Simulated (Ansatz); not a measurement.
## Electronic structure of C2H9InO2 (SMILES [CH3][In-]([CH3])([OH])[OH2+]) in real space

```xyz
14

C    -1.8367    1.2497    0.4273
In   -0.2422   -0.1569    0.1663
C     1.0413   -1.3781    1.3678
O    -0.1780   -0.8708   -1.7875
O     1.3947    1.0184   -1.1362
H    -1.6795    2.0874   -0.2537
H    -2.7929    0.7807    0.1881
H    -1.8796    1.6263    1.4495
H     0.4591   -2.0218    2.0288
H     1.6987   -0.7633    1.9848
H     1.6455   -2.0068    0.7126
H    -0.9695   -0.7483   -2.3138
H     1.0054    0.3653   -1.7842
H     2.3205    0.7886   -1.0209
```

Geometry: PBE0-D4/def2-TZVP; core potentials replace the inner electrons of In.

These are results of RKS PBE0-D4/def2-TZVPP (Ansatz 0.2.0), not measurements.

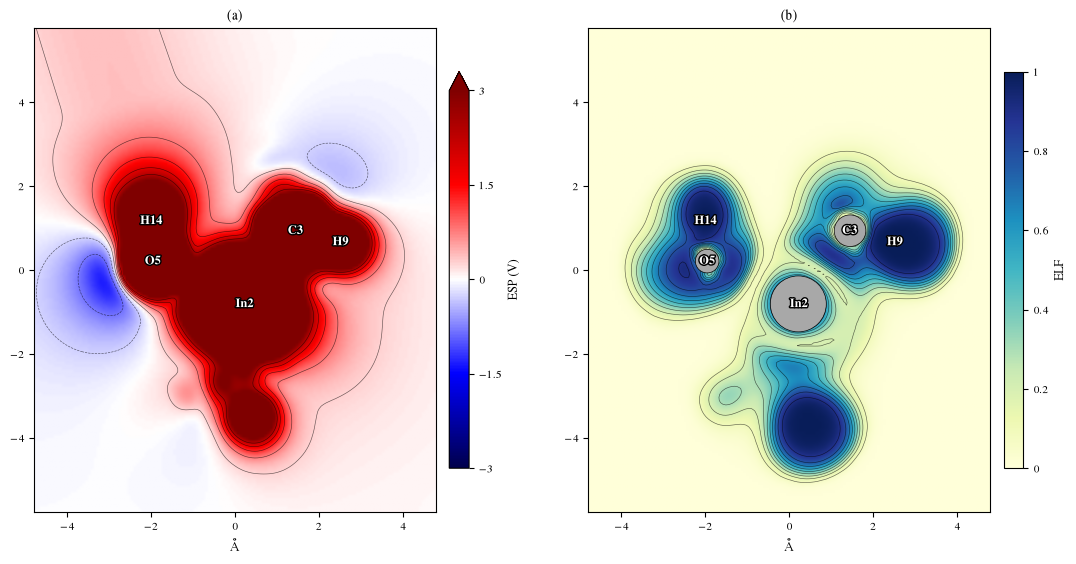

Figure 1. (a) molecular electrostatic potential; (b) electron localisation function on the plane of atoms In2, O5 and H14. Grey discs cover the atomic cores in the ELF map.

Describe what can be read from this map.

The plane passes through In, C, O and H nuclei. C–In (2.14 Å): the ELF peaks at about 0.90 in the valence shell of C, 0.7 Å from its nucleus, and drops to about 0.20 between the two atoms. O–H (0.96 Å): the ELF climbs to about 1 towards the hydrogen, as it does in any bond to H: a covalent bond by its length. In–O (2.40 Å): the ELF is about 0.10 at the midpoint. C–H (1.09 Å): the ELF climbs to about 1 towards the hydrogen; a covalent bond by its length. The ELF also peaks beside O5, away from the bonds: lone-pair regions. Outside the dense part of the molecule the potential is most negative (−1.3 V) near O5.

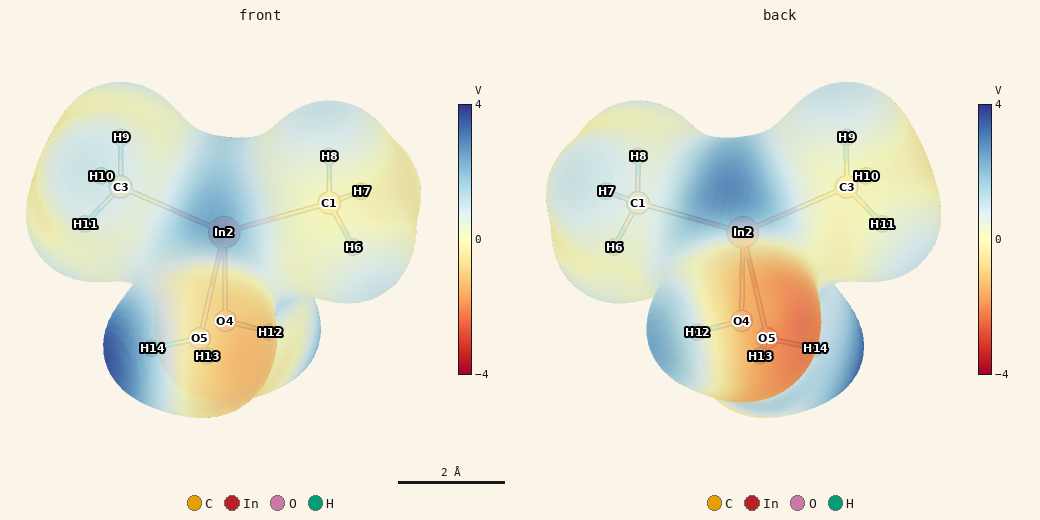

Figure 2. The molecular electrostatic potential painted on the density surface at 0.004 e/bohr³, seen from the front and from behind; the colour scale runs from red (negative) to blue (positive).

Describe the electrostatic potential map.

The most negative region (about −2.2 V) lies over O4, the most positive (about +3.5 V) over H14. O4 is the likeliest acceptor of a hydrogen bond.

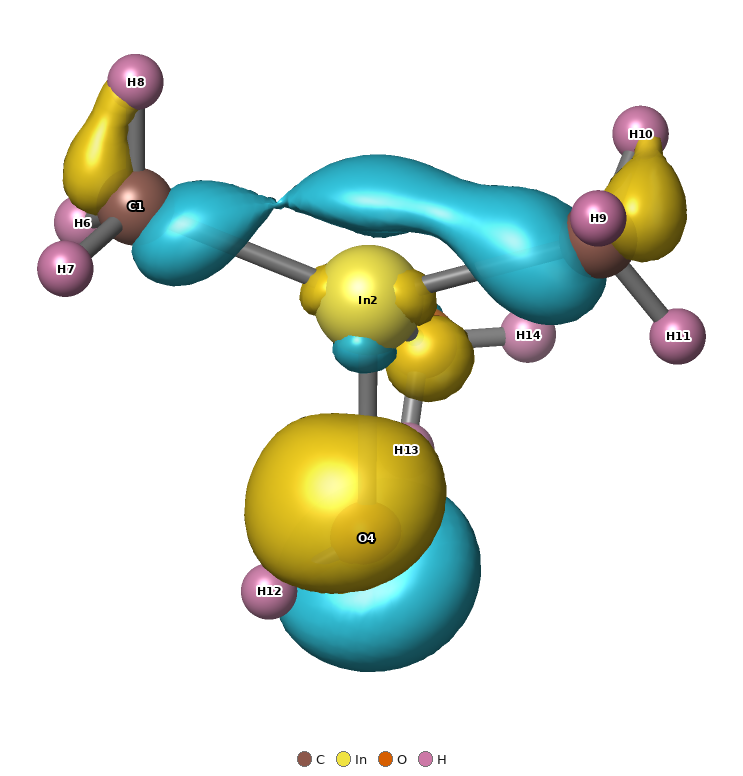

Figure 3. The HOMO−1 at ±0.15 Å⁻³ᐟ² (yellow and cyan are the two phases), seen at an oblique angle.

Where does this orbital lie, and at what energy?

It lies mainly on O4 (about 55 %), In2 (about 15 %) and C3 (about 10 %). Its energy is −7.89 eV.

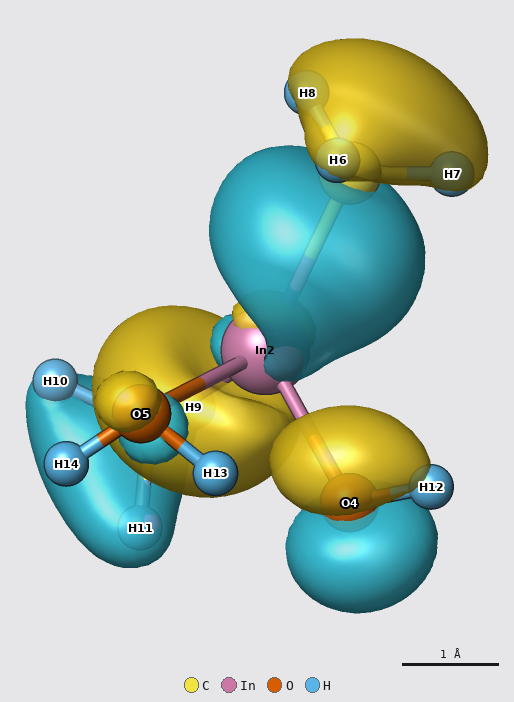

Figure 4. The HOMO at ±0.1 Å⁻³ᐟ² (yellow and cyan are the two phases), seen at an oblique angle.

What is the character of this orbital?

It lies mainly on C1 (about 25 %), C3 (about 20 %), In2 (about 20 %) and O4 (about 15 %). Its energy is −7.22 eV.
